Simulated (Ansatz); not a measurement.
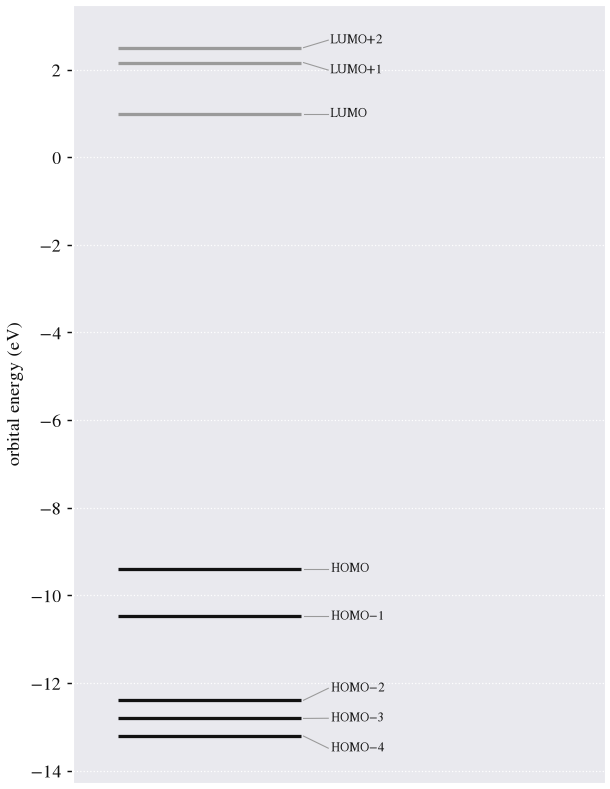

Kohn-Sham orbital energies near the frontier, LC-wPBE/def2-TZVPP with the Ansatz code, at a PBE0-D4/def2-TZVP geometry (a minimum by its frequencies), isolated molecule; empty levels in grey, levels within 0.03 eV side by side.

**Which molecule has this level scheme?**
A. C₂H₆SZn, SMILES CS[CH2][ZnH], singlet
B. CH₅GaO, SMILES C[O][GaH2], singlet
C. C₃H₇Sb, SMILES C[C@@H]1[CH2][SbH]1, singlet
D. CH₄BClOSi, SMILES O[Si@H]1CB1Cl

D. HOMO −9.39 eV, LUMO 0.99 eV, separation 10.38 eV.

Caveats: empty levels above zero depend strongly on the basis.
